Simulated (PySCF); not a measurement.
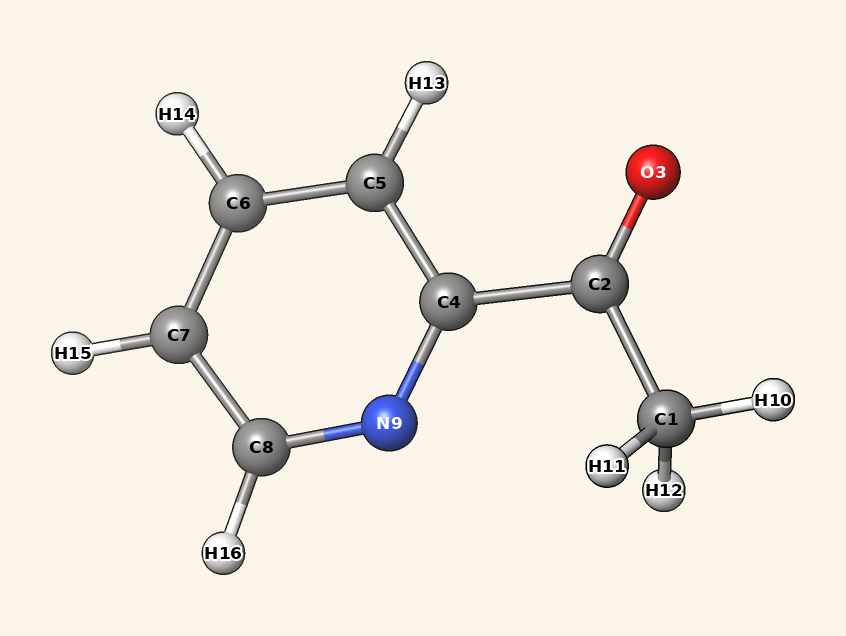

State: charge +1, doublet. The geometry was computed by an optimisation with GFN2-xTB. No frequency run is at hand to confirm it as a minimum. Properties computed with UKS B3LYP, pcH-1 on C H N O, non-relativistic (PySCF 2.14.0).

Give the isotropic hyperfine couplings (Fermi-contact term alone) of C1, C2, O3, C4, C5, C6, C7, C8, N9, H10, H11, H12, H13, H14, H15, H16.

| atom | isotope | a_iso (MHz) |
| --- | --- | --- |
| C1 | 13C | 16.1 |
| C2 | 13C | −40.5 |
| O3 | 17O | −20.5 |
| C4 | 13C | 75.4 |
| C5 | 13C | 13.9 |
| C6 | 13C | −8.2 |
| C7 | 13C | 8.0 |
| C8 | 13C | 9.4 |
| N9 | 14N | 96.3 |
| H10 | 1H | −8.0 |
| H11 | 1H | 7.6 |
| H12 | 1H | 7.5 |
| H13 | 1H | 15.9 |
| H14 | 1H | 34.5 |
| H15 | 1H | 16.5 |
| H16 | 1H | 34.2 |
